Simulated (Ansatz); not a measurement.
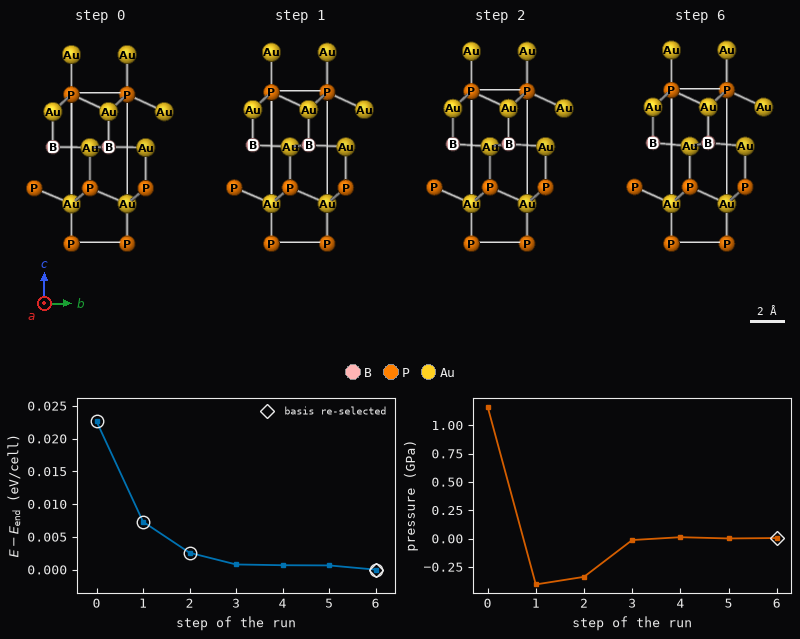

Frames of a relaxation of solid BP₂Au₃ (built on the MnCd2Te3-156 type type), marked on the history of the run. Style: ball-and-stick. Shown: the cell of the calculation, along the a axis.

Theory: Ansatz, DFT, r2SCAN+rVV10, plane waves, PAW.

The input:
```yaml
crystal:
  lattice:
    - [3.7947134286, -2.7e-09, 0.0]
    - [-1.897356712, 3.2863182306, 0.0]
    - [0.0, 0.0, 8.8074848756]
  atoms:
    - { symbol: B, position: [0.3333333333, 0.6666666667, 0.6367647151] }
    - { symbol: P, position: [0.0, 0.0, 0.9888421539] }
    - { symbol: P, position: [0.6666666667, 0.3333333333, 0.3609918433] }
    - { symbol: Au, position: [0.0, 0.0, 0.2564043435] }
    - { symbol: Au, position: [0.6666666667, 0.3333333333, 0.6330205259] }
    - { symbol: Au, position: [0.3333333333, 0.6666666667, 0.8739764183] }
kpoints:
  mp_grid: { grid: [12, 12, 4] }
hamiltonian:
  xc: r2scan
  dispersion: rvv10
scf:
  occupations: { method: fermi_dirac, width: 0.03 }
relax:
  f_tol: 0.01
  cell: {}
  max_steps: 120
output:
  write_density: true
  write_potential: true
  elf: true
  volumetric_format: npy
```

Command:
```bash
ansatz run input.yaml --threads 2 --pin off --max-ram 2211MiB --backend cpu --events-out ev --progress --plain --runs-dir out
```

### Describe the path.

The energy falls by 22.6 meV per cell of the calculation in 5 accepted moves (6 points after the start). Largest force component: 0.2 eV/Å at the start, 0.0021 eV/Å at the end. The pressure goes from 1.16 to 0.00 GPa. The SCF was repeated once at an unchanged geometry on a basis and grid sized afresh for the cell, which shifted the energy by 0.6 meV per cell of the calculation at most. B1 moves most relative to the cell: 0.088 Å along +c. By element the largest moves are B 0.088 Å, Au 0.079 Å, P 0.015 Å. The volume changes by +1.6 %, with a = b 3.795 → 3.771 Å (−0.6 %), c 8.807 → 9.059 Å (+2.9 %). Among the contacts that change: B1–Au6 2.089 → 2.107 Å, P2–Au6 2.413 → 2.398 Å, P3–Au4 2.377 → 2.389 Å, P2–Au4 2.357 → 2.362 Å. Bond angles that change, for instance: Au5–B1–Au6 90.9° → 95.3°, B1–Au5–P3 90.9° → 95.3°. The space group stays P3m1 (No. 156). The run took 4.9 min on 2 threads of Arm Neoverse V2, with other jobs on the host, peak memory 0.82 GiB. From step 0 to 1: B1 moves most (0.03 Å), volume +1.6 %, energy −15.3 meV per cell of the calculation. From step 1 to 2: B1 moves most (0.02 Å), energy −4.7 meV per cell of the calculation. From step 2 to 6: B and Au atoms move most (0.03 Å), volume −0.1 %, energy −2.6 meV per cell of the calculation.

```
step  E − E(0), meV/atom  largest force component, eV/Å  pressure, GPa  volume, Å³/atom                      note
   0                0.00                         0.2013           1.16           18.306                          
   1               -2.55                         0.1023          -0.40           18.592                          
   2               -3.34                         0.0543          -0.34           18.610                          
   3               -3.64                         0.0095          -0.01           18.582                          
   4               -3.66                         0.0051           0.01           18.585                          
   5               -3.66                         0.0022           0.00           18.590                          
   6               -3.77                         0.0021           0.00           18.590  same geometry, new basis
```
